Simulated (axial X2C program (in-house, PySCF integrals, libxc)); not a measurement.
**Run report: ISi, relativistic diatomic calculation**

- system: ISi, single determinant with Ω = 1/2.
- method: PBE0, two-component X2C with atomic mean-field Coulomb and Gaunt terms, I dyall-cv3z, Si dyall-v3z (cores contracted) (axial X2C program (in-house, PySCF integrals, libxc))

## The input
```
{"zs": [53, 14], "q": 0, "bas": ["dyall-cv3z", "dyall-v3z"], "levels": ["PBE0", "HF", "TPSS"], "cc": true, "r0": 2.49, "thr": -2.0, "nmax": 90, "npts": 10, "nst": 2, "ntry": 6}
```

The line is the task of a batch: nuclear charges, charge, bases, the levels to run, a first guess of the distance and further settings. This report covers PBE0 with spin-orbit coupling. The log is that of the reference distance 2.456 Å.

Launched within a batch (the task file carries these settings):
```bash
python <driver script> task.json out
```

## Output
```
two-component X2C + atomic mean field  PBE0
basis functions 170  fitting functions 928  grid points 5081
iter        total energy     max residual
   1      -7402.011296428     2.54e+00
   2      -7402.299431915     2.98e-02
   3      -7402.299638563     7.08e-03
   4      -7402.300210339     4.74e-03
   5      -7402.300215089     1.28e-03
   6      -7402.300246462     7.71e-04
   7      -7402.300247003     2.61e-04
   8      -7402.300247280     4.93e-05
   9      -7402.300247283     1.98e-05
converged
one-electron -10466.28042389  Coulomb 3112.07992563  exact exchange -50.13958644  xc functional -153.46921843  nuclear repulsion 159.87357105  atomic mean-field constant -4.36451520
```

## The points of the curve

```
R (Å)   E (hartree)  dipole (D; origin at the first atom, positive when the second is positive)  highest filled (eV)  lowest empty (eV)
2.137  −7402.269744                                                                       −1.13                −4.74              −2.82
2.235  −7402.287824                                                                       −0.65                −4.92              −3.00
2.309  −7402.295425                                                                       −0.27                −5.06              −3.12
2.382  −7402.299263                                                                        0.11                −5.19              −3.25
2.456  −7402.300247                                                                        0.49                −5.32              −3.37
2.542  −7402.298720                                                                        0.93                −5.47              −3.51
2.628  −7402.295107                                                                        1.38                −5.61              −3.65
2.738  −7402.288424                                                                        1.93                −5.79              −3.82
2.873  −7402.278382                                                                        2.58                −5.99              −4.01
3.070  −7402.262317                                                                        3.46                −6.25              −4.27
```

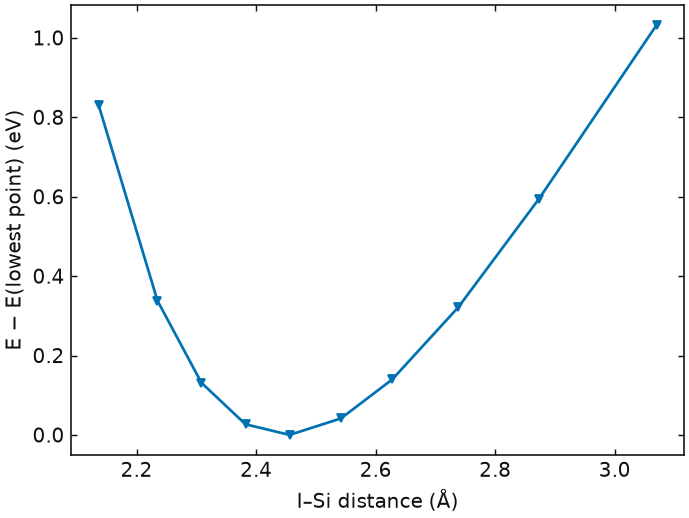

Figure 1. Energy at 10 bond lengths, for one set of occupations held fixed; the line joins the points. A polynomial of degree 6 through 9 points gives rₑ = 2.449 Å, ωₑ = 361.2 cm⁻¹, ωₑxₑ = 1.1 cm⁻¹ and Bₑ = 0.1226 cm⁻¹. The minimum lies 3.06 eV below I + Si, each computed as one determinant at the same level.

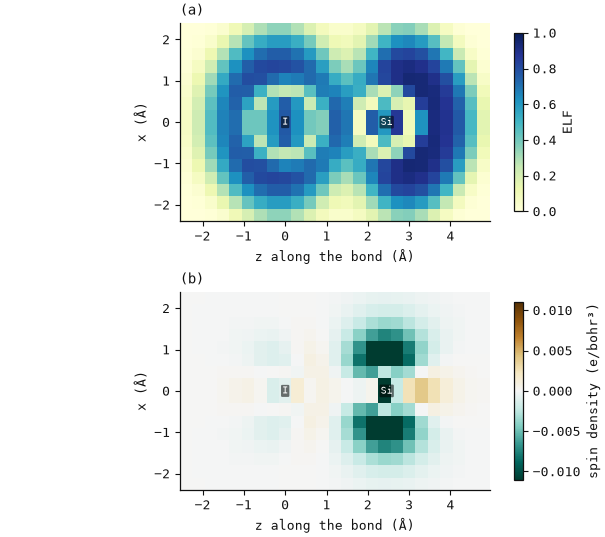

Figure 2. (a) electron localisation function; (b) spin density, in a plane that holds the axis, at 2.46 Å, on points 0.3 Å apart (one half computed, the other mirrored); the structure near the nuclei is finer than these points.

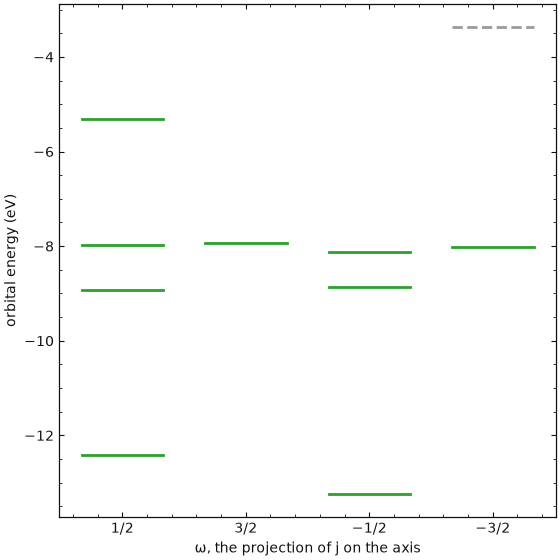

Figure 3. Orbital energies near the frontier at 2.46 Å, filled (solid) and empty (dashed). The highest filled spinor (1/2; 82 % Si p, 13 % I p) lies at −5.32 eV, the lowest empty one (−3/2; 81 % Si p, 13 % I p) at −3.37 eV.

## Key numbers

```
                 quantity                                                                 value
                  outcome                                                             converged
           bond length rₑ                                                               2.449 Å
                       ωₑ                                                            361.2 cm⁻¹
    energy at the minimum                                                   −7402.30026 hartree
depth below the fragments                                                               3.06 eV
                 hardware  1 thread of Arm Neoverse V1, 24 GiB of memory available, shared host
                wall time                                                                 9.8 s
              peak memory                                                               0.7 GiB
```
